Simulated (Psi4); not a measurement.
**C2H4F− (SMILES C[CH-]F) at CCSD(T)/6-31G(d) (density fitting with cc-pvtz-jkfit, spherical functions, sweep point 4)**

What is the vertical ionisation energy of C2H4F− at CCSD(T)/6-31G* (density fitting with cc-pvtz-jkfit, spherical functions, sweep point 4)? 

The results are computed with Psi4 1.11.

2 further runs of the same task are left out: 2 set aside as unsound or not needed.

## Step 1: Starting point

C2H4F−: 7 atoms, total charge -1, spin state singlet. As SMILES, `C[CH-]F`. The shape is that of a GFN2-xTB optimisation.

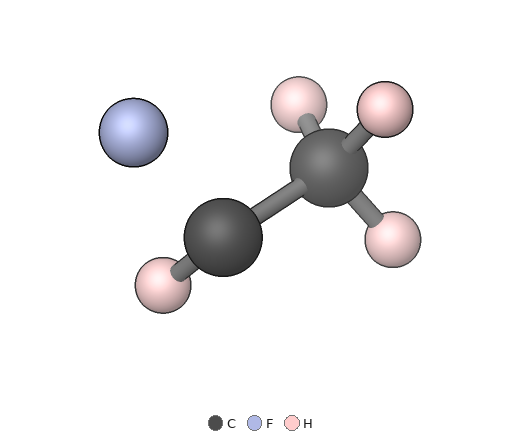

The structure, seen from a chosen angle (carbon dark grey, fluorine light blue, hydrogen pink).

## Step 2: The energy at CCSD(T)/6-31G(d) (density fitting with cc-pvtz-jkfit, spherical functions, sweep point 4)

calc.inp

```
memory 1600 mb

molecule {
  -1 1
  C     -0.93171057     0.68084943    -0.17357134
  C      1.83118241    -0.08934625     0.24328334
  F      1.69701185    -2.11443346     2.25489680
  H     -2.28940320    -0.86377491    -0.60803828
  H     -0.99669825     2.01681021    -1.75833347
  H     -1.66411172     1.66089919     1.50072600
  H      2.35374837    -1.29100420    -1.45896305
  units bohr
  symmetry c1
}

set {
  puream          true
  scf_type        df
  num_frozen_docc 3
  df_basis_scf    cc-pvtz-jkfit
}

result = energy("ccsd(t)/6-31G*")
```

Command:

```
psi4 -i calc.inp -o calc.out -n 1
```

calc.out (excerpt; [...] marks lines left out):

```text
[...]
  Running in c1 symmetry.
[...]
  Nuclear repulsion =   69.247302834738335
[...]
  Multiplicity = 1
[...]
  Nalpha       = 13
  Nbeta        = 13
[...]
    Number of basis functions: 50
[...]
   @DF-RHF iter   1:  -177.27119235528173   -9.38006e-01   8.17511e-03 DIIS/ADIIS
[...]
   @DF-RHF iter  12:  -177.36945660173379   -1.93268e-12   4.36871e-09 DIIS
[...]
    Orbital Energies [Eh]
    ---------------------
    Doubly Occupied:
       1A    -25.956090     2A    -10.997556     3A    -10.968722
       4A     -1.241919     5A     -0.755368     6A     -0.541706
       7A     -0.379061     8A     -0.357787     9A     -0.338787
      10A     -0.316692    11A     -0.284906    12A     -0.210213
      13A     -0.029541
[...]
  @DF-RHF Final Energy:  -177.36945660173379
   => Energetics <=
    Nuclear Repulsion Energy =             69.2473028347383348
    One-Electron Energy =                -388.4768233506973161
    Two-Electron Energy =                 141.8600639142252078
    Total Energy =                       -177.3694566017337877
[...]
 Multipole Moments:
 ------------------------------------------------------------------------------------
     Multipole            Electronic (a.u.)      Nuclear  (a.u.)        Total (a.u.)
 ------------------------------------------------------------------------------------
 L = 1.  Multiply by 2.5417464519 to convert [e a0] to [Debye]
 Dipole X            :          2.5574717           -3.4115633           -0.8540916
 Dipole Y            :         -2.9860158            2.8069711           -0.1790447
 Dipole Z            :          3.4685550           -3.5841157           -0.1155607
 Magnitude           :                                                    0.8802748
[...]
      * MP2 total energy                      = -177.800855815791351
[...]
      * CCSD total energy                     = -177.830764545162793
[...]
      * CCSD(T) total energy                  = -177.841741246752889
[...]
```

Run time: 10 s. Hardware: 1 thread of Intel Xeon Platinum 8488C (Sapphire Rapids), shared host; peak memory 0.23 GiB.

## Step 3: Doublet neutral C2H4F

job.inp

```
memory 1600 mb

molecule geom {
  0 2
  C     -0.93171057     0.68084943    -0.17357134
  C      1.83118241    -0.08934625     0.24328334
  F      1.69701185    -2.11443346     2.25489680
  H     -2.28940320    -0.86377491    -0.60803828
  H     -0.99669825     2.01681021    -1.75833347
  H     -1.66411172     1.66089919     1.50072600
  H      2.35374837    -1.29100420    -1.45896305
  units au
  symmetry c1
}

set reference uhf
set puream true
set scf_type df
set num_frozen_docc 3
set df_basis_scf cc-pvtz-jkfit
set maxiter 150

e, wfn = energy('ccsd(t)/6-31G*', return_wfn=True)
```

Command:

```
psi4 job.inp job.out -n 1
```

job.out (excerpt; [...] marks lines left out):

```text
[...]
  Running in c1 symmetry.
[...]
  Nuclear repulsion =   69.247302834738335
[...]
  Multiplicity = 2
[...]
  Nalpha       = 13
  Nbeta        = 12
[...]
    Number of basis functions: 50
[...]
   @DF-UHF iter   1:  -177.33121574804420   -9.98030e-01   6.99192e-03 ADIIS/DIIS
[...]
   @DF-UHF iter  16:  -177.40534228564363   -1.96110e-12   9.11591e-09 DIIS
[...]
   @S^2 Observed:                7.566103275E-01
[...]
    Orbital Energies [Eh]
    ---------------------
    Alpha Occupied:
       1A    -26.254162     2A    -11.358260     3A    -11.241561
       4A     -1.530187     5A     -1.038698     6A     -0.849093
       7A     -0.669797     8A     -0.644400     9A     -0.620377
      10A     -0.576292    11A     -0.541456    12A     -0.507929
      13A     -0.448963
    Alpha Virtual:
      14A      0.234050    15A      0.247023    16A      0.285536
      17A      0.310460    18A      0.317115    19A      0.376696
      20A      0.694122    21A      0.716561    22A      0.751015
      23A      0.790977    24A      0.801995    25A      0.891330
[...]
  @DF-UHF Final Energy:  -177.40534228564363
   => Energetics <=
    Nuclear Repulsion Energy =             69.2473028347383348
    One-Electron Energy =                -381.4116348110358672
    Two-Electron Energy =                 134.7589896906539195
    Total Energy =                       -177.4053422856436271
  UHF NO Occupations:
  HONO-2 :   11  A 1.9990703
  HONO-1 :   12  A 1.9989184
[...]
 Multipole Moments:
 ------------------------------------------------------------------------------------
     Multipole            Electronic (a.u.)      Nuclear  (a.u.)        Total (a.u.)
 ------------------------------------------------------------------------------------
 L = 1.  Multiply by 2.5417464519 to convert [e a0] to [Debye]
 Dipole X            :          3.1359449           -3.4115633           -0.2756184
 Dipole Y            :         -2.2692100            2.8069711            0.5377611
 Dipole Z            :          2.8084926           -3.5841157           -0.7756231
 Magnitude           :                                                    0.9832312
[...]
      * MP2 total energy                      = -177.815718683707814
[...]
      * CCSD total energy                     = -177.846060048237604
[...]
      * CCSD(T) total energy                     = -177.856991534709181
[...]
```

Wall time 20 s (1 thread of Intel Xeon Platinum 8488C (Sapphire Rapids), shared host); peak memory 0.23 GiB.

## Step 4: Summary of results

At CCSD(T)/6-31G* (density fitting with cc-pvtz-jkfit, spherical functions, sweep point 4), 3 core orbitals frozen:

```
                                                                         quantity          value
                                                     singlet C2H4F−: total energy  -177.84174 Eh
                              singlet C2H4F−: HOMO energy (Hartree–Fock orbitals)       -0.80 eV
                              singlet C2H4F−: LUMO energy (Hartree–Fock orbitals)       12.27 eV
            singlet C2H4F−: HOMO–LUMO gap (to an unbound level, set by the basis)       13.07 eV
                      singlet C2H4F−: correlation energy (3 core orbitals frozen)     -472.3 mEh
                                                   singlet C2H4F−: (T) correction     -10.98 mEh
                                                    singlet C2H4F−: T1 diagnostic          0.011
                                              doublet neutral C2H4F: total energy  -177.85699 Eh
doublet neutral C2H4F: HOMO energy (Hartree–Fock orbitals) (highest over α and β)      -12.22 eV
 doublet neutral C2H4F: LUMO energy (Hartree–Fock orbitals) (lowest over α and β)        2.56 eV
               doublet neutral C2H4F: correlation energy (3 core orbitals frozen)     -451.6 mEh
                                            doublet neutral C2H4F: (T) correction     -10.93 mEh
                         doublet neutral C2H4F: ⟨S²⟩ of the reference determinant          0.757
                                             doublet neutral C2H4F: T1 diagnostic          0.024
                              vertical detachment energy (to the doublet neutral)      -0.415 eV
```

What this shows: The species is unbound against losing an electron at this level, by 0.41 eV (−40.0 kJ/mol); missing correlation or diffuse functions can give that sign where the real anion is bound. The triples (singlet C2H4F−) make up 2.3 % of the correlation energy. The triples (doublet neutral C2H4F) make up 2.4 % of the correlation energy.
